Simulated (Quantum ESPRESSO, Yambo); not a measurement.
# BiOCl (P4/nmm): G0W0 with Yambo, start to end, part 3 of 3

Wanted: ground state, empty states, screening and self-energy for BiOCl (P4/nmm).

Quantum ESPRESSO 7.5 and Yambo 5.3.0; PBEsol and many-body steps on it, plane waves. Known limits of the many-body steps: not at the basis limit; no spin-orbit coupling; coarse k mesh.

So far. Step 3 (Bands along the symmetry lines): The gap is 2.547 eV, −0.046 eV from the run before at this level. Step 4 (Empty states on the mesh, 4×4×2 mesh, 199 bands): On this mesh the gap is 2.627 eV. The earlier step found 2.593 eV, so this mesh misses an edge.

## (6) Screening and self-energy, 4×4×2 mesh, 199 bands, screening to 149.7 eV

Now the one-shot GW correction: screening in the RPA, then the self-energy of the levels asked for.

This step: G0W0 on PBEsol, plane waves, norm-conserving pseudopotentials.

gw1.in

```
HF_and_locXC
gw0
dyson
ppa
em1d
rim_cut
RandQpts= 1000000
RandGvec= 1 RL
EXXRLvcs= 76 Ry
VXCRLvcs= 304 Ry
Chimod= "HARTREE"
% BndsRnXp
 1 | 199 |
%
NGsBlkXp= 11 Ry
% LongDrXp
 1 | 1 | 1 |
%
% GbndRnge
 1 | 199 |
%
DysSolver= "n"
ExtendOut
PPAPntXp= 27.21138 eV
% QPkrange
 1 | 12 | 27 | 40 |
%
```

The run is started by

```sh
OMP_NUM_THREADS=1 mpirun -n 4 yambo -F gw1.in -J gw1 -C gw1 > gw1.log
```

Log:

```text
 Yambo, version 5.3.0

 [02] CORE Variables Setup
 =========================

  [... cell, symmetries and grids as in the set-up ...]

  [02.05] Energies & Occupations
  ==============================

  [X] === General ===
  [X] Electronic Temperature                        :  0.000000  0.000000 [eV K]
  [X] Bosonic    Temperature                        :  0.000000  0.000000 [eV K]
  [X] Finite Temperature mode                       : no
  [X] El. density                                   :  0.64895E+24 [cm-3]
  [X] Fermi Level                                   :  8.891356 [eV]

  [X] === Gaps and Widths ===
  [X] Conduction Band Min                           :  2.626958 [eV]
  [X] Valence Band Max                              :  0.000000 [eV]
  [X] Filled Bands                                  :   36
  [X] Empty Bands                                   :   37  199
  [X] Direct Gap                                    :  2.930673 [eV]
  [X] Direct Gap localized at k                     :  2
  [X] Indirect Gap                                  :  2.626958 [eV]
  [X] Indirect Gap between kpts                     :   6   2
  [X] Last valence band width                       :  0.695910 [eV]
  [X] 1st conduction band width                     :  2.003322 [eV]

 [03] Transferred momenta grid and indexing
 ==========================================

 IBZ Q-points                                      :  12
 BZ  Q-points                                      :   32

 K/Q-points units:
 rlu = crystal or reduced units; cc = cartesian coordinates; iku = interal k-units

 Q [ 1]         [rlu]:  0.000000  0.000000  0.000000
 Q [ 2]         [rlu]:  0.000000  0.000000 -0.500000
 Q [ 3]         [rlu]:  0.000000  0.250000  0.000000
 Q [ 4]         [rlu]:  0.000000  0.250000 -0.500000
 Q [ 5]         [rlu]:  0.000000 -0.500000  0.000000
 Q [ 6]         [rlu]:  0.000000 -0.500000 -0.500000
 Q [ 7]         [rlu]:  0.250000  0.250000  0.000000
 Q [ 8]         [rlu]:  0.250000  0.250000 -0.500000
 Q [ 9]         [rlu]:  0.250000 -0.500000  0.000000
 Q [10]         [rlu]:  0.250000 -0.500000 -0.500000
 Q [11]         [rlu]: -0.500000 -0.500000  0.000000
 Q [12]         [rlu]: -0.500000 -0.500000 -0.500000

 [04] Coloumb potential Random Integration (RIM)
 ===============================================

  [04.01] RIM initialization
  ==========================

  * Diagonal components only detected *

  8 x (sBL volume)        :  0.082826 [a.u.]
  sBZ random points       :  1000000
  Points outside the sBZ  :   7992674
  RL volume               :  0.331302 [a.u.]
  Integrated volume       :  0.331606 [a.u.]

  [04.02] RIM integrals
  =====================

  Gamma point sphere radius             :  0.079069 [a.u.]
  Points outside the sphere             :   799840
  [Int_sBZ(q=0) 1/q^2]*(Vol_sBZ)^(-1/3) =:  7.675753
                                 should be <:  7.795600

  Summary of Coulomb integrals for non-metallic bands |Q|[au] RIM/Bare

  Q [1] 0.100000E-4 0.984626 * Q [3] 0.213931 1.039573
  Q [2] 0.226219 1.071722 * Q [7] 0.302544 1.044481
  Q [4] 0.311354 1.052616 * Q [8] 0.377767 1.036265
  Q [5] 0.427861 1.016490 * Q [9] 0.478363 1.015688
  Q [6] 0.483984 1.017078 * Q [10] 0.529156 1.015087
  Q [11] 0.605087 1.009990 * Q [12] 0.645992 1.009529

 [05] Dipoles
 ============

  [05.01] Setup: observables and procedures
  =========================================

  [WARNING] [x,Vnl] slows the Dipoles computation. To neglect it rename the ns.kb_pp file

 [06] Dynamic Dielectric Matrix (PPA)
 ====================================

 [WR./gw1//ndb.pp]---------------------------------------------------------------
  Brillouin Zone Q/K grids (IBZ/BZ)                :   12   32   12   32
  RL vectors                                       :  10253 [WF]
  Coulomb cutoff potential                         : none
  Electronic Temperature                           :  0.000000 [K]
  Bosonic    Temperature                           :  0.000000 [K]
  PPA    diel. fun.  energies                      : Perdew, Burke & Ernzerhof SOL(X)+Perdew, Burke & Ernzerhof SOL(C)
  wavefunctions                                    : Perdew, Burke & Ernzerhof SOL(X)+Perdew, Burke & Ernzerhof SOL(C)
  Global Gauge                                     : length
  X matrix size                                    :   475
  X band range                                     :    1  199
  X e/h energy range                               : -1.000000 -1.000000 [eV]
  X Time ordering                                  : R
  X Hxc Kernel                                     : HARTREE
  X Drude frequency                                :  0.000000  0.000000
  X poles                                          :  100.0000 [o/o]
  RL vectors in the sum                            :  10253
  [r,Vnl] included                                 : yes
  Field direction                                  :  0.577350E-5  0.577350E-5  0.577350E-5
  BZ energy Double Grid                            : no
  BZ energy DbGd points                            : 0
  BZ Q point size factor                           : -1.000000
  X Optical Averaged directions                    : none

 [07] Local Exchange-Correlation + Non-Local Fock
 ================================================

 [VXC] Plane waves :   67045
 [EXS] Plane waves :   8371

 QP @ state[ 1 ] K range:   1  12
 QP @ state[ 1 ] b range:   27   40

 [xc] Functional : Perdew, Burke & Ernzerhof SOL(X)+Perdew, Burke & Ernzerhof SOL(C)
 [xc] LIBXC used to calculate xc functional
  PP Number of Atomic Species                      :  3
  NLCC RL compoments                               :   67045
  PP Number of Atomic Species                      :  3
  NLCC RL compoments                               :   67045

 [xc] E_xc :  -46.39211 [Ha]
      E_xc :  -92.78423 [Ry]

  Local XC kind (lXC) : Perdew, Burke & Ernzerhof SOL(X)+Perdew, Burke & Ernzerhof SOL(C)
  Non-Local XC kind (nlXC) : Hartree-Fock

  Corrections @ K [1] :  [eV]
 <27|nlXC|27> = -17.46692  0.22239E-16 <27|lXC|27> = -13.09793  0.29503E-17
 <28|nlXC|28> = -24.13879 -0.40797E-18 <28|lXC|28> = -19.07338  0.75527E-15
 <29|nlXC|29> = -21.83860 -0.11793E-16 <29|lXC|29> = -17.26996  0.18882E-15
 <30|nlXC|30> = -21.83810 -0.16637E-16 <30|lXC|30> = -17.26996  0.18882E-15
 <31|nlXC|31> = -18.82068 -0.91070E-17 <31|lXC|31> = -14.44713  0.000000
 <32|nlXC|32> = -18.82048 -0.72654E-17 <32|lXC|32> = -14.44713  0.18882E-15
 <33|nlXC|33> = -20.32113  0.39246E-17 <33|lXC|33> = -15.98723 -0.18882E-15
 <34|nlXC|34> = -20.32022  0.30008E-16 <34|lXC|34> = -15.98723 -0.37763E-15
 <35|nlXC|35> = -19.10003  0.10755E-16 <35|lXC|35> = -15.05437  0.56645E-15
 <36|nlXC|36> = -20.13188 -0.87778E-18 <36|lXC|36> = -16.68752  0.37763E-15
[...]
Corrections @ K [2] :  [eV]
[...]
Corrections @ K [3] :  [eV]
[...]
Corrections @ K [4] :  [eV]
[...]
Corrections @ K [5] :  [eV]
[...]
[... 6 further k-points ...]
  Corrections @ K [12] :  [eV]
[...]
<36|nlXC|36> = -24.92744 -0.11197E-16 <36|lXC|36> = -20.12329 -0.18882E-15
 <37|nlXC|37> = -10.09735  0.14194E-17 <37|lXC|37> = -14.21493  0.18882E-15
 <38|nlXC|38> = -10.09735 -0.11642E-17 <38|lXC|38> = -14.21493  0.47204E-16
 <39|nlXC|39> = -10.54681 -0.14530E-17 <39|lXC|39> = -15.52158  0.94408E-16
 <40|nlXC|40> = -10.54695 -0.22983E-17 <40|lXC|40> = -15.52158  0.94408E-16

  [07.01] Hartree-Fock occupations report
  =======================================

  [Hartree-Fock] === General ===
  [Hartree-Fock] Electronic Temperature             :  0.000000  0.000000 [eV K]
  [Hartree-Fock] Bosonic    Temperature             :  0.000000  0.000000 [eV K]
  [Hartree-Fock] Finite Temperature mode            : no
  [Hartree-Fock] El. density                        :  0.64895E+24 [cm-3]
  [Hartree-Fock] Fermi Level                        :  8.891356 [eV]

  [Hartree-Fock] === Gaps and Widths ===
  [Hartree-Fock] Conduction Band Min                :  6.528566 [eV]
  [Hartree-Fock] Valence Band Max                   : -3.212205 [eV]
  [Hartree-Fock] Filled Bands                       :   36
  [Hartree-Fock] Empty Bands                        :   37  199
  [Hartree-Fock] Direct Gap                         :  10.58933 [eV]
  [Hartree-Fock] Direct Gap localized at k          :  2
  [Hartree-Fock] Indirect Gap                       :  9.740771 [eV]
  [Hartree-Fock] Indirect Gap between kpts          :   5   2
  [Hartree-Fock] Last valence band width            :  2.178810 [eV]
  [Hartree-Fock] 1st conduction band width          :  2.322558 [eV]

 [08] Dyson equation: Newton solver
 ==================================

  [08.01] G0W0 (W PPA)
  ====================

  [  GW  ] Bands range     :    1  199
  [GW/PPA] G damping       :  0.100000 [eV]

  QP @ state[ 1 ] K range:   1  12
  QP @ state[ 1 ] b range:   27   40

   Sc/G bands                                       :    1  199
   Sc/G damping                                     :  0.100000 ev
   Sc bands terminator                              : no
   Sx RL components                                 :   8371

   QP @ state[ 1 ] K range                          :   1  12
   QP @ state[ 1 ] b range                          :   27   40
   GF energies kind                                 : Perdew, Burke & Ernzerhof SOL(X)+Perdew, Burke & Ernzerhof SOL(C)
   GF WF`s kind                                     : Perdew, Burke & Ernzerhof SOL(X)+Perdew, Burke & Ernzerhof SOL(C)
   Xs energies kind                                 : Perdew, Burke & Ernzerhof SOL(X)+Perdew, Burke & Ernzerhof SOL(C)
   Xs WF`s kind                                     : Perdew, Burke & Ernzerhof SOL(X)+Perdew, Burke & Ernzerhof SOL(C)

 [11] Game Over & Game summary
```

Run time: 48 min. Hardware: 4 MPI ranks of Arm Neoverse V1, shared host; peak memory 3.9 GiB.

Numbers from this step:

```yaml
g0w0_gap_on_the_mesh: 3.605 eV
starting_gap_on_the_mesh: 2.627 eV
k_of_the_valence_top: 0, 0.25, -0.5
k_of_the_conduction_bottom: 0, 0, -0.5
least_direct_g0w0_gap_on_the_computed_points: 3.772 eV
z_at_the_valence_top: 0.7844
z_at_the_conduction_bottom: 0.8324
```

The gap on the mesh goes from 2.63 eV to 3.60 eV, a correction of +0.98 eV. The start differs from the 2.59 eV found before because the two sample other k points.

Limits: finite bands, cutoff and mesh; no spin-orbit coupling; coarse k mesh. v1 is the top filled band, c1 the lowest empty one. The levels before and after the correction (eV, zero at the valence-band top of each column):

```tsv
	conduction bottom	valence top
Kohn-Sham	2.63	0.00
G0W0	3.60	0.00
```

```tsv
	level	energy (eV)
Kohn-Sham	(0 0 -0.5) v3	-0.709
Kohn-Sham	(0 0 -0.5) v2	-0.309
Kohn-Sham	(0 0 -0.5) v1	-0.304
Kohn-Sham	(0 0 -0.5) c1	2.627
Kohn-Sham	(0 0 -0.5) c2	3.010
Kohn-Sham	(0 0 -0.5) c3	5.393
Kohn-Sham	(0 0.25 -0.5) v3	-0.729
Kohn-Sham	(0 0.25 -0.5) v2	-0.500
Kohn-Sham	(0 0.25 -0.5) v1	-0.081
Kohn-Sham	(0 0.25 -0.5) c1	4.101
Kohn-Sham	(0 0.25 -0.5) c2	4.377
Kohn-Sham	(0 0.25 -0.5) c3	5.224
G0W0	(0 0 -0.5) v3	-1.273
G0W0	(0 0 -0.5) v2	-0.167
G0W0	(0 0 -0.5) v1	-0.883
G0W0	(0 0 -0.5) c1	3.605
G0W0	(0 0 -0.5) c2	4.077
G0W0	(0 0 -0.5) c3	6.661
G0W0	(0 0.25 -0.5) v3	-1.325
G0W0	(0 0.25 -0.5) v2	-0.895
G0W0	(0 0.25 -0.5) v1	0.000
G0W0	(0 0.25 -0.5) c1	5.269
G0W0	(0 0.25 -0.5) c2	5.572
G0W0	(0 0.25 -0.5) c3	6.465
```

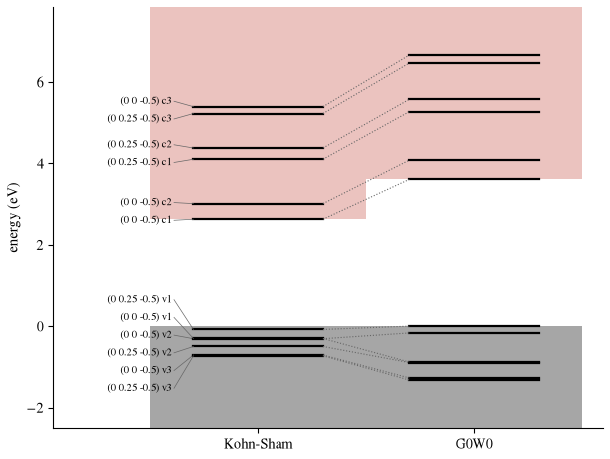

Levels before and after the correction. Shaded: valence and conduction bands.

## (7) Where the time went

Times are wall times on the hardware named with each run, good to a factor of about two.

```tsv
step	time	share	memory (GiB)
ground state	66 s	2 %	0.6
bands along the symmetry lines	31 s	1 %	0.43
empty states on the mesh	71 s	2 %	0.82
conversion and set-up	3.4 s	0 %	0.25
screening and self-energy	48 min	94 %	3.9
```

## (8) Outcome

```yaml
pbesol_gap: 2.55 eV, indirect
g0w0_gap_on_the_mesh: 3.60 eV
g0w0_gap_over_the_zone_rigid_shift: 3.53 eV
gw_settings: 4×4×2 mesh, 199 bands, screening to 149.7 eV, Godby-Needs plasmon pole
known_limits: not at the basis limit; no spin-orbit coupling; coarse k mesh
```

In words: G0W0 moves the gap on the mesh from 2.63 eV to 3.60 eV (+0.98 eV), with Z of 0.78 and 0.83 at the edges. The mesh misses the band edges by 0.08 eV in all; a rigid shift gives 3.53 eV for the zone. The dearest step here is «screening and self-energy». Against experiment, by G0W0@PBEsol: the gap of 3.53 eV lies +0.09 eV from the measured 3.44 eV (optical, 2022); the gap of 3.53 eV lies +0.17 eV from the measured 3.36 eV (optical, 2021). An exciton line or allowed optical edge lies below the quasiparticle gap by the binding energy; a forbidden edge can push the onset above it. The calculation has static nuclei and no excitons; a measured gap holds zero-point and thermal motion, which mostly lowers it. With atoms this heavy the missing spin-orbit coupling can matter too. Bands and cutoff are finite, so the gap is not at the basis limit. The miss can reach some tenths of an eV and take either sign; the mesh is an error of its own. A denser mesh or path gives a starting gap of 2.55 eV: the GW mesh misses a band edge, so its gaps are not the fundamental one. The 4×4×2 mesh is coarse for this cell, which bears on the long-range parts of exchange and screening. Where an edge is built on 6p states of lead, bismuth or thallium, scalar-relativistic gaps usually stand too wide, by a few tenths to over one eV.

[Paths, hosts, dates, memory and timing lines, banners, echoed tables and standing remarks are left out of the program output.]

[Logs are printed without paths, hosts, clocks, repeated set-up lines and the standing remarks that a program may print on its own settings, such as how far it seeks lower states.]

[Runs of the session that timed out or met a known fault of the program may be left out.]

[Hosts, paths, dates, database ids (printed as entryN), source tags and the programs' standing remarks are cut or masked in the printed files.]
